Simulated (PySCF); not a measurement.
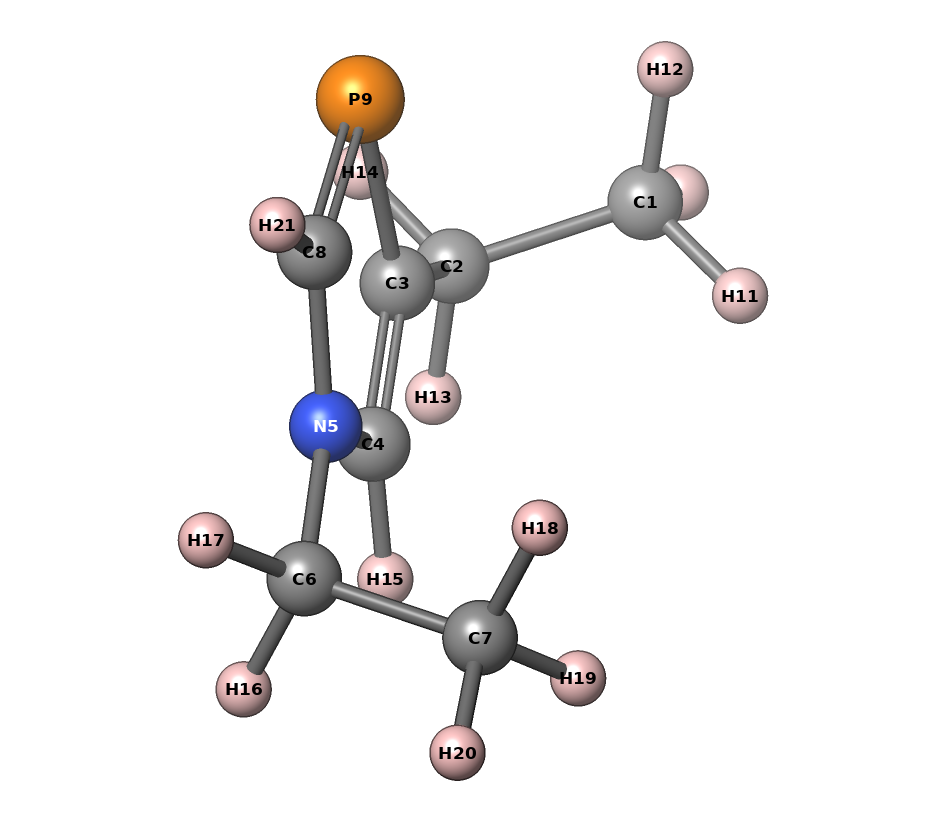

C2 lies behind C3. The molecule seen a little off the C3–C2 bond, C3 in front. Distant atoms are faded towards the background colour. The geometry was computed by an optimisation with PBE0-D3(BJ)/def2-SVP. No frequency run is at hand to confirm it as a minimum.

### What is the torsion angle P9–C3–C2–C1? The sign is positive where the front bond must turn clockwise to cover the back bond.

71°, synclinal (gauche).
